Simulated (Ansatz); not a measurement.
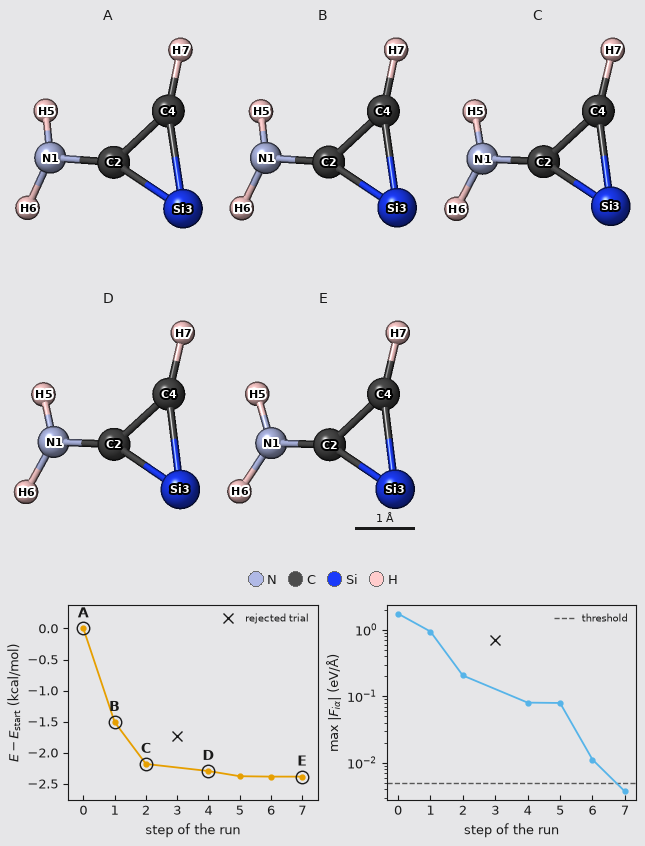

Frames of a relaxation of C$_{2}$H$_{3}$NSi, marked on the history of the run. A ball-and-stick model, seen from a free direction.

These are results of RKS PBE0-D4/def2-TZVP in Ansatz 0.2.0, not measurements.

Input
```yaml
crystal:
  periodic: [false, false, false]
  atoms:
    - {symbol: N, position_ang: [-0.455430, 1.112240, -0.113240]}
    - {symbol: C, position_ang: [0.142950, -0.015830, 0.354140]}
    - {symbol: Si, position_ang: [1.022890, -1.127250, 1.608190]}
    - {symbol: C, position_ang: [0.566320, -1.179630, -0.195250]}
    - {symbol: H, position_ang: [-0.908240, 1.076030, -1.017300]}
    - {symbol: H, position_ang: [-0.882990, 1.737820, 0.550800]}
    - {symbol: H, position_ang: [0.514500, -1.603380, -1.187330]}
basis:
  gaussian: {orbitals: def2-TZVP}
hamiltonian: {xc: pbe0, dispersion: d4}
relax: {f_tol: 0.005, max_steps: 200}
```

Launched with:
```bash
ansatz run in.yaml --threads 2 --pin off --events-out ev --progress --plain --max-ram 4352MiB
```

**What happens along the run?**

N1 moves most after the best rigid fit: 0.15 Å. Largest moves by element: N 0.15 Å, H 0.09 Å, Si 0.08 Å, C 0.04 Å. Some distances before and after: Si3–C4 1.861 → 1.792 Å, C2–Si3 1.893 → 1.837 Å, N1–C2 1.360 → 1.332 Å, N1–H5 1.012 → 1.007 Å. Bond angles that change, for instance: C2–N1–H5 118.3° → 121.8°, H5–N1–H6 114.9° → 117.5°, N1–C2–C4 135.3° → 137.7°. Over 6 accepted moves (7 points after the start) the energy falls by 2.39 kcal/mol. Largest force component: 1.8 eV/Å at the start, 0.0037 eV/Å at the end. The line search rejected the trial step at point 3 of the run. From step 0 to 1: Si3 moves most (0.04 Å), energy −1.51 kcal/mol. From step 1 to 2: Si3 moves most (0.04 Å), energy −0.67 kcal/mol. From step 2 to 4: N1 moves most (0.03 Å), energy −0.11 kcal/mol. From step 4 to 7: N1 moves most (0.07 Å), energy −0.09 kcal/mol.
